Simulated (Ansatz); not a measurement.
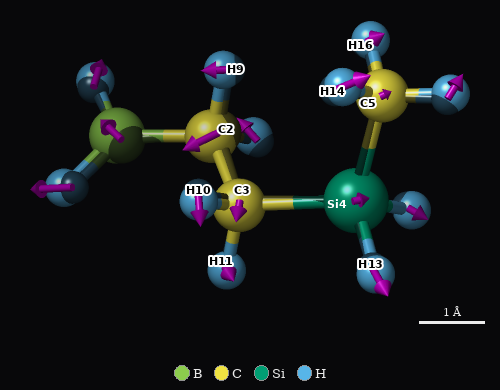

This is a relaxation of C3H11BSi (coarse preliminary run). The starting structure is drawn faded, the final one solid; purple arrows show the displacements, 5 times their true length. The two geometries are superimposed by the best rigid fit.

A ball-and-stick model, seen at a tilt.

The start comes from a force field.

The calculation used Ansatz 0.2.0, RKS PBE-D4/def2-SVP. Set-up: force threshold 0.03 eV/Å; at most 200 steps.

Question: Describe the change and its energy.

Answer: The atom that moves furthest after the best rigid fit is an H atom (0.18 Å). Largest moves by element: H 0.18 Å, C 0.13 Å, B 0.12 Å, Si 0.06 Å. Near-neighbour distances that change, for instance: H–Si 1.363 → 1.509 Å, B–H 1.143 → 1.221 Å, C–H 1.065 → 1.120 Å, C–Si 1.851 → 1.901 Å. Among the angles between lasting bonds that change: B–C–C 109.7° → 119.3°, H–C–H 110.3° → 101.0°, H–C–H 112.6° → 107.9°. After 5 geometry steps the energy has fallen by 0.623 eV. Largest force component: 3.1 eV/Å at the start, 0.014 eV/Å at the end. Cost: 9 s on 4 threads of Arm Neoverse V2 (shared host).
